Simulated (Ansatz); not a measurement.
Hypothetical zinc blende VSb: pressure series

The reference is VSb in the zinc blende structure (space group F-43m, No. 216; a = 6.179 Å; ferromagnetic; a hypothetical phase, not in the database extracts checked).

Cell and atoms are relaxed at each pressure.

The values are results of PBE (Ansatz, an electronic-structure program; PAW; 420 eV plane waves; no SOC), not measurements.

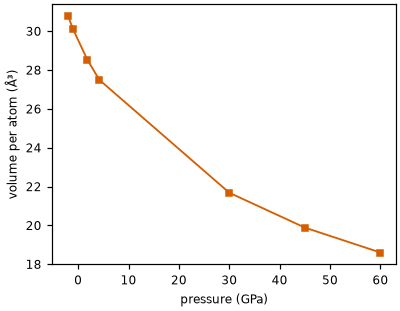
Volume against pressure

Q: Estimate the zero-pressure bulk modulus from the plot.

A: About 54 GPa; a third-order Birch–Murnaghan fit to the points gives V₀ = 29.49 Å³/atom, B₀ = 54 GPa and B₀′ = 3.9.

Other magnetic orders, which the real material may have, were not ruled out. Load acts through the strain it causes; cell and atoms are relaxed under it. Stability against distortions was not tested. Competing high-pressure phases were not computed. Gaps under 0.05 eV, about the width of the smearing, are given as zero.
